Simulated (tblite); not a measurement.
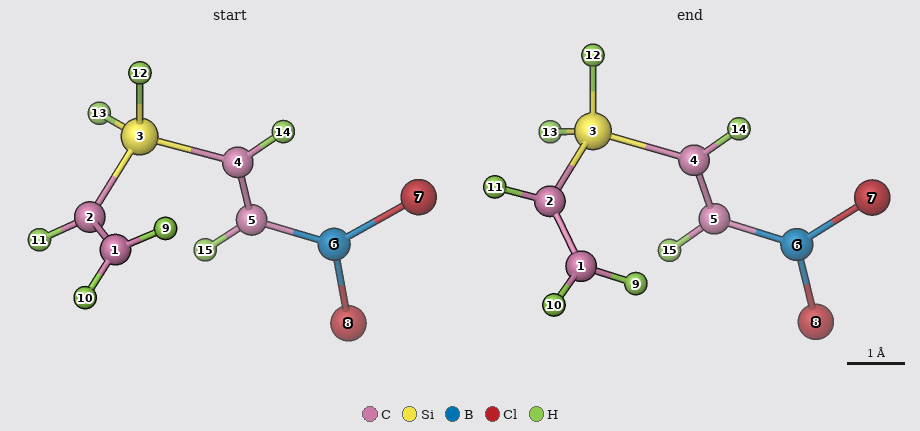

The structure of C₄H₇BCl₂Si before (left) and after (right) a relaxation, at one scale.

The picture is a ball-and-stick view, seen from a free direction.

Level of theory: tblite, GFN2-xTB geometry optimisation, gas phase. 

### What changed between the two?

After 128 geometry steps the energy has fallen by 10.4 kcal/mol. The largest move after the best rigid fit is that of H9, 1.61 Å. By element the largest moves are H 1.61 Å, C 0.50 Å, Cl 0.41 Å, B 0.20 Å, Si 0.17 Å. Among the contacts that change: B6–Cl7 1.854 → 1.724 Å, C2–Si3 1.839 → 1.886 Å, C5–B6 1.567 → 1.547 Å, C1–H10 1.094 → 1.080 Å. Bond angles that change, for instance: Si3–C4–C5 120.0° → 124.4°, C1–C2–Si3 121.2° → 125.2°, C5–C4–H14 121.2° → 117.4°. Groups turn about C2–Si3 by about 70°.
